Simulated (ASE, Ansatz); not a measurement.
# Convergence of a linear-scaling basis for BeSe(110)/BP(110) interface (50 atoms)

Wanted: errors and times of a linear-scaling basis for BeSe(110)/BP(110) interface (50 atoms). A setting counts as converged where the r.m.s. difference of forces stays under 1 % of the r.m.s. force.

Method: Kohn-Sham DFT, PBE, PAW (set soft_2, large core), plane waves, in Ansatz 0.2.0.

### 1. Set-up

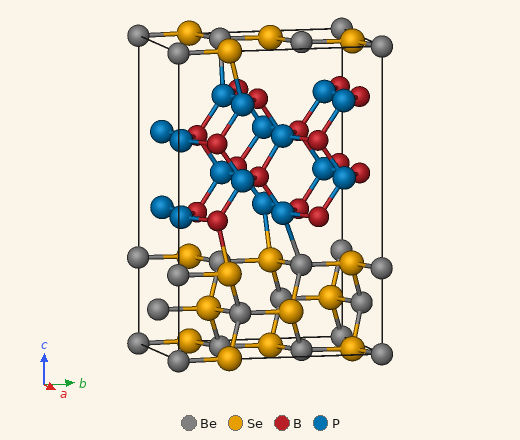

The cell as given, from the side, with the c axis up (beryllium grey, selenium orange, boron red, phosphorus blue). Bonds to atoms that aren't drawn are left out. Some periodic images of atoms are drawn too.

The cell holds 50 atoms: 9 Be, 9 Se, 16 B and 16 P. Its edges and angles: a = 6.294 Å, b = 8.901 Å, c = 13.071 Å, α = 90.0°, β = 90.0°, γ = 90.0°. It derives from BeSe and BP. Zinc-blende BeSe(110), 3 repeat layers, 3 surface cells, strained +0.00 and -0.00 %; zinc-blende BP(110), 4 layers, 4 cells, -1.93 and -1.93 %; outer planes 2.26 Å apart and 2.29 Å at the second interface of the periodic stack; not relaxed, displaced by a Gaussian of 0.02 Å. Regions: BeSe, 18 atoms (9 Be and 9 Se); BP, 32 atoms (16 B and 16 P).

Before any run, some limits are plain. The host structure and its lattice constant were typed by rule, without a check against the phase diagram.

### 2. Plane-wave single point

The first run uses the default basis; a harder plane-wave run follows as the reference for the support functions.

Input file input.yaml:

```yaml
crystal:
  lattice:
    - [6.294, 0.0, 0.0]
    - [0.0, 8.901, 0.0]
    - [0.0, 0.0, 13.07122]
  atoms:
    - { symbol: Be, position: [0.67028, 0.66796, 0.00184] }
    - { symbol: Se, position: [0.33475, 0.58081, 0.99969] }
    - { symbol: Be, position: [0.16844, 0.66695, 0.1394] }
    - { symbol: Se, position: [0.83716, 0.58271, 0.13816] }
    - { symbol: Be, position: [0.66724, 0.66752, 0.2778] }
    - { symbol: Se, position: [0.33525, 0.582, 0.27713] }
    - { symbol: Be, position: [0.33883, 0.33266, 0.00145] }
    - { symbol: Se, position: [0.00427, 0.24796, 0.00212] }
    - { symbol: Be, position: [0.835, 0.33454, 0.13829] }
    - { symbol: Se, position: [0.49991, 0.24464, 0.13704] }
    - { symbol: Be, position: [0.32895, 0.33393, 0.27602] }
    - { symbol: Se, position: [0.99816, 0.24753, 0.27685] }
    - { symbol: Be, position: [0.00329, 0.99765, 0.99929] }
    - { symbol: Se, position: [0.67189, 0.91798, 0.99998] }
    - { symbol: Be, position: [0.49644, 0.99769, 0.13821] }
    - { symbol: Se, position: [0.16613, 0.91113, 0.13775] }
    - { symbol: Be, position: [0.99779, 0.99714, 0.27835] }
    - { symbol: Se, position: [0.66437, 0.91488, 0.27797] }
    - { symbol: B, position: [0.97405, 0.69265, 0.45112] }
    - { symbol: P, position: [0.72038, 0.06678, 0.44956] }
    - { symbol: B, position: [0.71829, 0.94493, 0.57297] }
    - { symbol: P, position: [0.97096, 0.81867, 0.57448] }
    - { symbol: B, position: [0.9657, 0.69091, 0.69898] }
    - { symbol: P, position: [0.72118, 0.06688, 0.69843] }
    - { symbol: B, position: [0.72175, 0.94316, 0.82154] }
    - { symbol: P, position: [0.96737, 0.81693, 0.82569] }
    - { symbol: B, position: [0.47176, 0.69334, 0.44865] }
    - { symbol: P, position: [0.2226, 0.0708, 0.45262] }
    - { symbol: B, position: [0.2193, 0.94222, 0.57565] }
    - { symbol: P, position: [0.46421, 0.81899, 0.57508] }
    - { symbol: B, position: [0.47217, 0.69178, 0.70193] }
    - { symbol: P, position: [0.21274, 0.07179, 0.69812] }
    - { symbol: B, position: [0.22467, 0.94296, 0.8256] }
    - { symbol: P, position: [0.4715, 0.81978, 0.82636] }
    - { symbol: B, position: [0.96822, 0.19649, 0.44869] }
    - { symbol: P, position: [0.72027, 0.56706, 0.4511] }
    - { symbol: B, position: [0.71872, 0.44729, 0.57179] }
    - { symbol: P, position: [0.96825, 0.31975, 0.57627] }
    - { symbol: B, position: [0.97322, 0.19349, 0.69897] }
    - { symbol: P, position: [0.71612, 0.56622, 0.70173] }
    - { symbol: B, position: [0.71172, 0.44424, 0.82544] }
    - { symbol: P, position: [0.96027, 0.32087, 0.82353] }
    - { symbol: B, position: [0.47206, 0.1924, 0.44867] }
    - { symbol: P, position: [0.22101, 0.57138, 0.4536] }
    - { symbol: B, position: [0.21109, 0.44014, 0.57532] }
    - { symbol: P, position: [0.46314, 0.31604, 0.57423] }
    - { symbol: B, position: [0.47085, 0.1941, 0.69795] }
    - { symbol: P, position: [0.21317, 0.57196, 0.70126] }
    - { symbol: B, position: [0.21728, 0.44485, 0.82687] }
    - { symbol: P, position: [0.46591, 0.32361, 0.82445] }
kpoints:
  mp_grid: { grid: [2, 2, 1] }
hamiltonian:
  xc: pbe
  pseudopotentials: { kind: paw, core: large }
scf:
  occupations: { method: gaussian, width: 0.05 }
output:
  forces: true
  stress: true
  populations: true
  dos:
    method: { smearing: { sigma: 0.15 } }
    de: 0.1
    projected:
      site_lists:
        B: [B]
        Be: [Be]
        P: [P]
        Se: [Se]
        BeSe: [0, 1, 2, 3, 4, 5, 6, 7, 8, 9, 10, 11, 12, 13, 14, 15, 16, 17]
        BP: [18, 19, 20, 21, 22, 23, 24, 25, 26, 27, 28, 29, 30, 31, 32, 33, 34, 35, 36, 37, 38, 39, 40, 41, 42, 43, 44, 45, 46, 47, 48, 49]
  eigenvalues: true
  write_density: true
  write_potential: true
  volumetric_format: npy
```

Run with:

```console
> ansatz run input.yaml --threads 4 --pin off --max-ram 8192MiB --backend cpu --events-out ev --progress --plain --runs-dir out
```

Numbers of over 12 decimals in the logs are rounded to 6 here.

Log:

```text
Engine: ansatz 0.2.0, aarch64-unknown-linux-gnu
Pseudopotentials: kind: paw
Pseudopotential: Be, paw, valence charge 2, recommended cutoff 420 eV (normal), Be.paw.azcp
Pseudopotential: Se, paw, valence charge 6, recommended cutoff 420 eV (normal), Se.paw.azcp#standard-large-core
Pseudopotential: B, paw, valence charge 3, recommended cutoff 420 eV (normal), B.paw.azcp
Pseudopotential: P, paw, valence charge 5, recommended cutoff 420 eV (normal), P.paw.azcp
[... 5 lines on functional and potentials left out ...]
Crystal: 50 atoms, lattice volume = 732.288 Å³
Basis set: ecut = 420 eV, 14339 PW (Γ), exchange–correlation on 90×120×180 points (8 copies of the dense FFT grid, shifted against one another)
Bands: 150, of which v1, the nominal top of the filled ones, is band 100 counted from 1 (99 counted from 0)
Symmetry: 1 space group operations
Space group: P1 (ITA 1), of the structure as read, at distance tolerance 9.0e-5 Å
k-points: 4
[... 9 lines on functional and potentials left out ...]
Initial density: superposition of atomic densities (chi_scale 0.1, normalization cell, long waves kept (reshape's long-wave potential 0.85 eV rms))
Initial wavefunctions: pseudopotential atomic-orbital guess
Functional: x = pbe(κ = 0.804, μ = 0.219515), c = pbe(β = 0.066725)
SCF iter   1: F=—  HF=-38653.756785 eV  |F-HF|=—  |Δ(HF+E_count)|=         —  Δρ=7.60e-2  dr2=1.76e2  ethr=3.10e-3  ⟨swp⟩=8.0  Hψ=3346  notcnv=0  defer=124
preconditioner: auto → Kerker (q_TF=auto, 2.198 Å⁻¹)  [metal: Δε(μ)=0.008 eV  Ē_g=10.074 eV  σ=0.050 eV  W_gap=0.09  n_scr=130 (ndim 8)  ℏωp=19.4 eV  f_vac=0.000  D(μ)=11.47/eV (n_scr^D=56)]
SCF iter   2: F=—  HF=-38636.523699 eV  |F-HF|=—  |Δ(HF+E_count)|=    1.72e1  Δρ=3.82e-2  dr2=6.33e1  ethr=3.10e-3  ⟨swp⟩=3.0  Hψ=1150  notcnv=0  defer=169
preconditioner: auto → Resta (q_TF=auto, 2.198 Å⁻¹)  ε∞=4.7  [insulator: Δε(μ)=0.126 eV  Ē_g=10.127 eV  σ=0.050 eV  W_gap=0.92  n_scr=130 (ndim 8)  ℏωp=19.4 eV  f_vac=0.000  D(μ)=2.43/eV (n_scr^D=4)  ε∞_Penn≈4.7]
SCF iter   3: F=—  HF=-38628.184119 eV  |F-HF|=—  |Δ(HF+E_count)|=    8.34e0  Δρ=1.23e-2  dr2=3.99e0  ethr=3.10e-3  ⟨swp⟩=4.5  Hψ=1284  notcnv=0  defer=167
SCF iter   4: F=—  HF=-38627.701600 eV  |F-HF|=—  |Δ(HF+E_count)|=   4.83e-1  Δρ=6.31e-3  dr2=1.57e0  ethr=1.99e-3  ⟨swp⟩=3.2  Hψ=837  notcnv=0  defer=168
SCF iter   5: F=—  HF=-38627.608369 eV  |F-HF|=—  |Δ(HF+E_count)|=   9.32e-2  Δρ=2.56e-3  dr2=1.88e-1  ethr=7.83e-4  ⟨swp⟩=2.2  Hψ=625  notcnv=0  defer=168
SCF iter   6: F=—  HF=-38627.614559 eV  |F-HF|=—  |Δ(HF+E_count)|=   6.19e-3  Δρ=1.18e-3  dr2=2.34e-2  ethr=9.42e-5  ⟨swp⟩=2.5  Hψ=742  notcnv=0  defer=168
SCF iter   7: F=—  HF=-38627.614761 eV  |F-HF|=—  |Δ(HF+E_count)|=   2.03e-4  Δρ=3.54e-4  dr2=1.51e-3  ethr=1.17e-5  ⟨swp⟩=2.5  Hψ=747  notcnv=0  defer=168
SCF iter   8: F=—  HF=-38627.615512 eV  |F-HF|=—  |Δ(HF+E_count)|=   7.50e-4  Δρ=1.25e-4  dr2=3.48e-4  ethr=7.53e-7  ⟨swp⟩=2.8  Hψ=876  notcnv=0  defer=168
SCF iter   9: F=—  HF=-38627.615582 eV  |F-HF|=—  |Δ(HF+E_count)|=   7.04e-5  Δρ=4.21e-5  dr2=3.33e-5  ethr=1.74e-7  ⟨swp⟩=2.8  Hψ=687  notcnv=0  defer=168
SCF iter  10: F=—  HF=-38627.615866 eV  |F-HF|=—  |Δ(HF+E_count)|=   2.84e-4  Δρ=1.40e-5  dr2=4.00e-6  ethr=1.67e-8  ⟨swp⟩=2.0  Hψ=919  notcnv=0  defer=168
SCF iter  11: F=—  HF=-38627.615868 eV  |F-HF|=—  |Δ(HF+E_count)|=   1.50e-6  Δρ=4.21e-6  dr2=3.27e-7  ethr=2.00e-9  ⟨swp⟩=2.2  Hψ=705  notcnv=0  defer=168
SCF iter  12: F=-38627.615868 eV  HF=-38627.615868 eV  |F-HF|=2.04e-9  |Δ(HF+E_count)|=   2.15e-7  Δρ=1.32e-6  dr2=3.01e-8  ethr=5.00e-11  ⟨swp⟩=29.5  Hψ=8105  notcnv=0
SCF 1 converged in 12 iterations: F = -38627.615868 eV  dr2 = 3.01e-8
  greatest PAW one-centre occupation: 0.862 electrons in one spin orbital (limit 2), on the Se atom at site 17 (counted from 0), in its partial waves of l = 0
SCF converged after 12 iterations
Free energy (F): -38627.615868 eV
Harris-Foulkes:  -38627.615868 eV  (|F-HF|=2.04e-9)
Internal energy: -38627.597122 eV  (E = F + TS)
E sigma→0 (E₀):  -38627.606495 eV
Entropy (-TS):   -0.018745 eV (-0.375 meV/atom)
Fermi energy:    7.307139 eV
--- Per-component energies (eV) ---
  E_band       = 158.865341
  E_kinetic    = 3009.624687
  E_local      = -4370.673783  (includes V_loc(G=0)·N_el)
  E_nonlocal   = 1244.335970
  E_hartree    = 1518.612289
  E_xc         = -3396.594160
  E_vxc        = -2512.867928  (∫ρ·V_xc dr)
  E_paw        = -30739.529990  (= ΣΔE_a)
  E_vpaw       = -248.778760  (= ΣTr[D̂ρ^β])
  E_aug_tail   = 0.000011  (compensation charges beyond the density's cutoff)
  E_ewald      = -5893.372147
  E_smearing   = -0.018745  (= −TS)
  E_closure    = 0.000000  (closes the sum)
  Σ components = -38627.615868   (vs F -38627.615868, Δ=0.00e0)
--- Forces (eV/Å), atoms counted from 1 ---
  atom   1  Be    -0.29902060    -0.29434883    -0.88072166
  atom   2  Se    -0.24624615    -0.50939034    -0.35676913
  atom   3  Be    -0.31123720    -0.12719953    -0.31005857
  atom   4  Se     0.03169760    -0.16855952     0.13942859
  atom   5  Be    -0.03541617    -0.53657516     0.52741241
  atom   6  Se     0.16307020    -0.22340370    -1.54540639
  atom   7  Be     0.35783406    -0.11879364    -0.50904586
  atom   8  Se     0.40510190    -0.79255469    -0.24806733
  atom   9  Be    -0.85947344     0.30122219     0.16322283
  atom  10  Se     0.25870011     0.15213921     0.26781688
  atom  11  Be     0.58718804    -0.65732056     0.61174224
  atom  12  Se     0.39225279     0.23512428     0.81729801
  atom  13  Be     0.41225302    -0.24519091    -0.24113581
  atom  14  Se     0.68364206     0.81308733     0.44322024
[...]
atom  49  B     -0.12179335    -0.18256052    -1.32026655
  atom  50  P     -0.16991572    -0.52404374     1.58879046
  max |Σ_I F_I| component: 1.12e-4 eV/Å
--- Stress (GPa, compression-positive) ---
        5.906067      -0.899590       0.168170
       -0.899589       3.388569      -0.479417
        0.168170      -0.479417      -5.694830
  P = ⅓ Tr σ = 1.1999 GPa (11.999 kbar)
--- Band table (eV) ---
  k-point 0: bands = ["-8.2150", "-7.6752", "-7.6458", "-7.2599", [... 134 levels ...], "12.0204", "12.1866", "12.3559", "12.3963", "12.4174", "12.5090", "12.5341", "12.5751", "12.6391", "12.6998", "12.7406", "12.8016"]
[...]
--- Löwdin populations: 50 sites ---
  site symbol       q [e]
     0     Be      0.6165
     1     Se      6.7623
     2     Be      0.5995
[...]
49      P      4.7263
  spilling = 0.023608 (of n_electrons = 200.000000)
```

Wall time 28 s (4 threads of Arm Neoverse V1, shared host); peak memory 2.4 GiB; 1.7 min of CPU time.

The program notes that potentials were chosen by core size.

The run gave:

```yaml
free_energy: -38627.6159 eV
free_energy_per_atom: -772.5523 eV/atom
scf_cycles: 12
pressure: 1.2 GPa
r_m_s_force_component: 0.6844 eV/Å
longest_force: 2.451 eV/Å
fermi_energy: 7.307 eV
levels_partly_filled_by_over_2_per_cent: 4
spilling_of_the_projection: 0.02361
```

The r.m.s. force component of 0.68 eV/Å and the pressure of 1.2 GPa set the scale for the differences below.

### 3. Plane waves at 750 eV (750 eV)

A harder cutoff gives the support functions a reference with less basis error.

input.yaml, the sections that differ from step 2:

```yaml
output:
  forces: true
  eigenvalues: true
basis:
  ecutwfc: "750 eV"
# crystal, kpoints, hamiltonian, scf: as in step 2
```

Log:

```text
[...]
Crystal: 50 atoms, lattice volume = 732.288 Å³
Basis set: ecut = 750 eV, 34085 PW (Γ), exchange–correlation on 120×160×240 points (8 copies of the dense FFT grid, shifted against one another)
Bands: 150, of which v1, the nominal top of the filled ones, is band 100 counted from 1 (99 counted from 0)
Symmetry: 1 space group operations
[...]
k-points: 4
[...]
SCF iter   1: F=—  HF=-38653.806766 eV  |F-HF|=—  |Δ(HF+E_count)|=         —  Δρ=7.60e-2  dr2=1.76e2  ethr=3.10e-3  ⟨swp⟩=8.2  Hψ=3409  notcnv=0  defer=116
[...]
SCF iter   6: F=—  HF=-38627.656640 eV  |F-HF|=—  |Δ(HF+E_count)|=   8.14e-3  Δρ=1.19e-3  dr2=2.37e-2  ethr=9.28e-5  ⟨swp⟩=2.2  Hψ=753  notcnv=0  defer=168
SCF iter   7: F=—  HF=-38627.656678 eV  |F-HF|=—  |Δ(HF+E_count)|=   3.74e-5  Δρ=3.56e-4  dr2=1.51e-3  ethr=1.19e-5  ⟨swp⟩=2.5  Hψ=717  notcnv=0  defer=32
automatic band count: iteration 7 solves 116 bands in place of 150: the levels show a gap, and the empty bands left out lie too high to hold charge; the band table lists the bands solved (type scf.n_extra_bands for more)
SCF iter   8: F=—  HF=-38627.657536 eV  |F-HF|=—  |Δ(HF+E_count)|=   8.58e-4  Δρ=1.33e-4  dr2=4.22e-4  ethr=7.57e-7  ⟨swp⟩=7.0  Hψ=2378  notcnv=0  defer=168
[...]
SCF iter  12: F=-38627.657503 eV  HF=-38627.657503 eV  |F-HF|=5.49e-9  |Δ(HF+E_count)|=   2.58e-7  Δρ=1.40e-6  dr2=3.06e-8  ethr=5.00e-11  ⟨swp⟩=18.8  Hψ=4963  notcnv=0
SCF 1 converged in 12 iterations: F = -38627.657503 eV  dr2 = 3.06e-8
[...]
SCF converged after 12 iterations
Free energy (F): -38627.657503 eV
[...]
Internal energy: -38627.638759 eV  (E = F + TS)
E sigma→0 (E₀):  -38627.648131 eV
Entropy (-TS):   -0.018744 eV (-0.375 meV/atom)
Fermi energy:    7.307016 eV
[...]
Σ components = -38627.657503   (vs F -38627.657503, Δ=0.00e0)
--- Forces (eV/Å), atoms counted from 1 ---
  atom   1  Be    -0.29896213    -0.29437343    -0.88075060
  atom   2  Se    -0.24629484    -0.50952202    -0.35680200
  atom   3  Be    -0.31128798    -0.12715269    -0.31002976
  atom   4  Se     0.03171050    -0.16855864     0.13943397
[...]
atom  50  P     -0.16996181    -0.52400767     1.58818963
  max |Σ_I F_I| component: 4.24e-5 eV/Å
--- Band table (eV) ---
[...]
```

The job ended after 42 s (4 threads; peak memory 5.3 GiB).

Forces differ from the reference by 0.19 meV/Å r.m.s., 0.028 % of their size, well within a tolerance of 1 %; the energy by -0.83 meV/atom. It took 42 s and 12 cycles; the reference's time can't be set against it, since the two runs asked for unlike analyses.

### 4. Support functions medium

The cell is solved in localised support functions. The level medium gives here a grid of 30×48×60 points and a radius of 3.70 Å. Besides, the program derives a nominal cutoff of 420 eV for this run, against the reference's 750.

This step: Kohn-Sham DFT, PBE, PAW (set soft_2, large core), localised support functions (medium) (Ansatz 0.2.0).

input.yaml, the sections that differ from step 3:

```yaml
scf:
  occupations: { method: gaussian, width: 0.05 }
  eigensolver: { kind: { support_functions: { accuracy: medium } } }
  max_iter: 150
output:
  forces: true
# crystal, kpoints, hamiltonian: as in step 3
# basis: removed
```

Log:

```text
Warning: scf.eigensolver.kind.support_functions: disabling space-group detection — the functions' gradient is summed over unrotated k-points, so no spatial operation reduces the k-mesh or symmetrises the density; time reversal is kept, so that k and −k are solved as one point where they differ and the mesh holds both, and exact exchange and, on two spinor components, a DFT+U term hold to it where the run has them: [...]
settings of this run that can trade accuracy for cost: scf.eigensolver.kind.support_functions [...]
[...]
Crystal: 50 atoms, lattice volume = 732.288 Å³
Basis set: ecut = 420 eV, 14339 PW (Γ), exchange–correlation on 90×128×180 points (8 copies of the dense FFT grid, shifted against one another)
Bands: 120, of which v1, the nominal top of the filled ones, is band 100 counted from 1 (99 counted from 0)
Symmetry: 1 space group operations
k-points: 4
[...]
Eigensolver: Support functions (medium, 30×48×60 points, laid for a spacing of at most 0.228497 Å, radius 3.704981 Å, up to 3.720588 Å in less dense regions, 4 species' potentials softened for the grid, 4 wholly corrected for its errors in the mean over positions, 4 with the egg-box correction, energy correction by stochastic trace)
[...]
SCF iter   1: F=—  HF=-38620.659198 eV  |F-HF|=—  |Δ(HF+E_count)|=         —  Δρ=6.71e-2  dr2=1.41e2  ethr=1.00e-1
[...]
SCF iter  13: F=—  HF=-38627.637438 eV  |F-HF|=—  |Δ(HF+E_count)|=   1.15e-3  Δρ=9.24e-6  dr2=1.35e-6  ethr=4.65e-9  κ⁻¹=1.1e-5(r=7)
SCF iter  14: F=-38627.637438 eV  HF=-38627.637438 eV  |F-HF|=3.81e-8  |Δ(HF+E_count)|=   5.30e-7  Δρ=3.72e-6  dr2=2.57e-7  ethr=6.77e-10
SCF 1 converged in 14 iterations: F = -38627.658829 eV  dr2 = 2.57e-7
[...]
SCF converged after 14 iterations
Stability not checked: this state was not tested for a lower state beside it, because the mixer in use, unlike msr1, does not test its closes by its own steps (another_mixer; see scf.mixing.algorithm and scf.lower_state_search)
Free energy (F): -38627.658829 eV
[...]
Internal energy: -38627.640231 eV  (E = F + TS)
E sigma→0 (E₀):  -38627.649530 eV
Entropy (-TS):   -0.018598 eV (-0.372 meV/atom)
Fermi energy:    7.307752 eV
[...]
Σ components = -38627.658829   (vs F -38627.658829, Δ=0.00e0)
--- Forces (eV/Å), atoms counted from 1 ---
  atom   1  Be    -0.29877064    -0.29419802    -0.88101348
  atom   2  Se    -0.24686320    -0.51078717    -0.35568562
  atom   3  Be    -0.31135931    -0.12762223    -0.31002855
  atom   4  Se     0.03240491    -0.16761171     0.13960554
[...]
atom  50  P     -0.17049809    -0.52347521     1.58833469
  max |Σ_I F_I| component: 3.86e-3 eV/Å
--- Band table (eV) ---
[...]
guard bands above this table: 17 of the run's 120 bands (output.publish_guard_bands: true publishes all)
[...]
```

The job ended after 45 s (4 threads; peak memory 1.6 GiB; 2.8 min of CPU time).

The program notes that the band table was not solved further than the SCF left it and it switched symmetry off.

Keys that differ from the reference: basis.ecutwfc removed, support_functions.accuracy = "medium" and scf.max_iter = 150.

Forces differ from the reference by 0.49 meV/Å r.m.s., 0.071 % of their size, well within a tolerance of 1 %. It took 1.1 times the reference's time (shared host, so rough).

(Continued in part 2 of 4.)

[Logs are printed without paths, hosts, clocks, repeated set-up lines and the standing remarks that a program may print on its own settings, such as how far it seeks lower states.]

[Hosts, paths, dates, database ids (printed as entryN), source tags and the programs' standing remarks are cut or masked in the printed files.]
